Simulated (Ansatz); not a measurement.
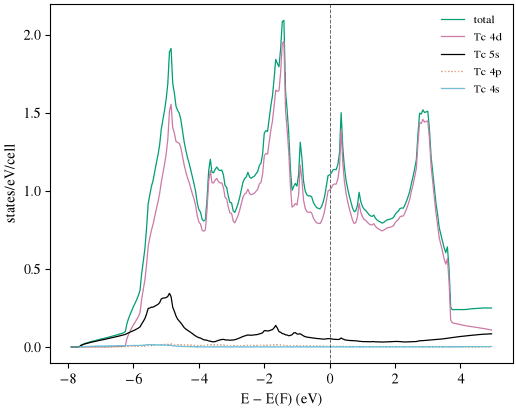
Fig. 1. Total and projected density of states of Tc (fcc (Cu type), space group No. 225), plane-wave PAW LDA (Ansatz code)

Task: Which orbitals carry the states next to the Fermi level?

Result: Within 0.5 eV of the Fermi level: Tc 4d 91 %. Projections are on Löwdin-orthogonalised atomic valence shells; empty p or d shells of many metals are not among them.

Task: Where is the tallest occupied peak in this window, and what makes it?

Result: Near -1.4 eV, about 2.1 states/eV per cell; the largest projected share is Tc 4d.

Space group Fm-3m (fcc (Cu type)). The workflow started from an entry of the Crystallography Open Database (COD), which files this formula under 2 space groups. It is not the phase usual at ambient conditions (space group No. 194). The LDA relaxation kept the symmetry of its start; whether a distortion lowers the energy is not shown. The run is not spin-polarised. Spin–orbit coupling is left out wherever it is not named.

Potentials: the later of the program's two PAW sets.
